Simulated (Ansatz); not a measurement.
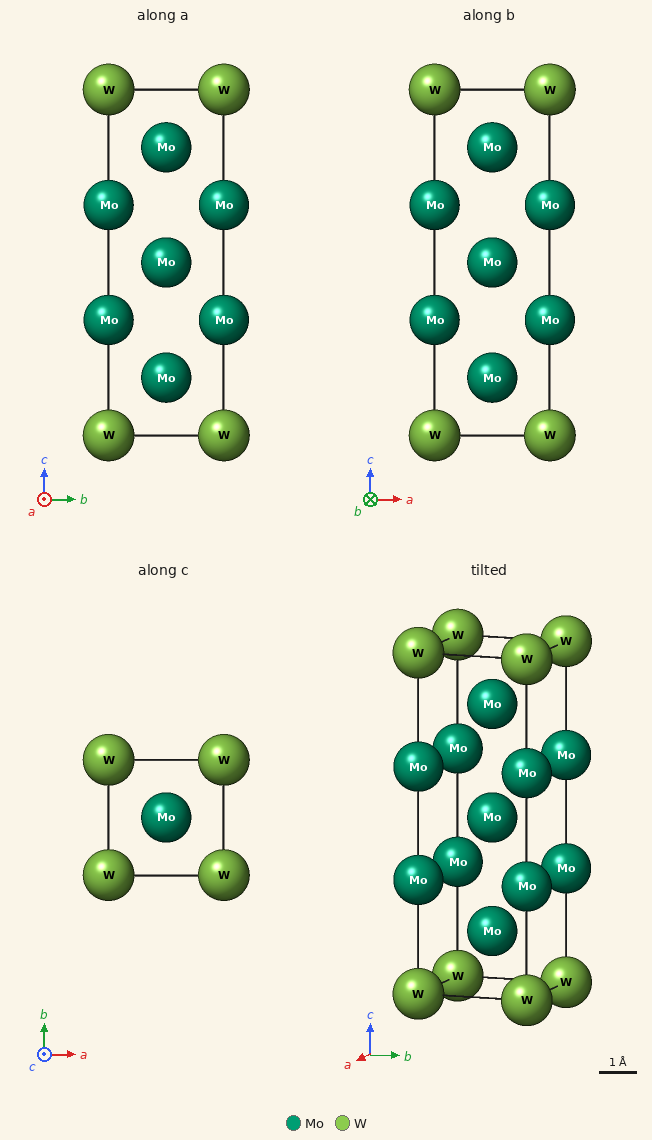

Structure drawing (spheres-only), viewed along the a axis, along the b axis, along the c axis and slightly off an axis. The edges of the conventional unit cell are marked.

Lattice parameters: a = 3.1647 Å, b = 3.1647 Å, c = 9.4967 Å, α = 90.000°, β = 90.000°, γ = 90.000°.

> Put the structure into a CIF in P1 with every atom of the cell.

```cif
data_structure
_symmetry_space_group_name_H-M 'P 1'
_symmetry_Int_Tables_number 1
_cell_length_a 3.1647
_cell_length_b 3.1647
_cell_length_c 9.4967
_cell_angle_alpha 90.000
_cell_angle_beta 90.000
_cell_angle_gamma 90.000
_cell_volume 95.11
loop_
_atom_site_label
_atom_site_type_symbol
_atom_site_fract_x
_atom_site_fract_y
_atom_site_fract_z
_atom_site_occupancy
Mo1 Mo 0.0000 0.0000 0.6661 1
Mo2 Mo 0.5000 0.5000 0.8329 1
Mo3 Mo 0.5000 0.5000 0.1671 1
Mo4 Mo 0.0000 0.0000 0.3339 1
Mo5 Mo 0.5000 0.5000 0.5000 1
W1 W 0.0000 0.0000 0.0000 1
```

It derives from a structure type filled with these elements by a generator (whether the compound takes this form wasn't checked). The geometry was optimised with DFT PBE, scalar-relativistic, plane waves, PAW (Ansatz).
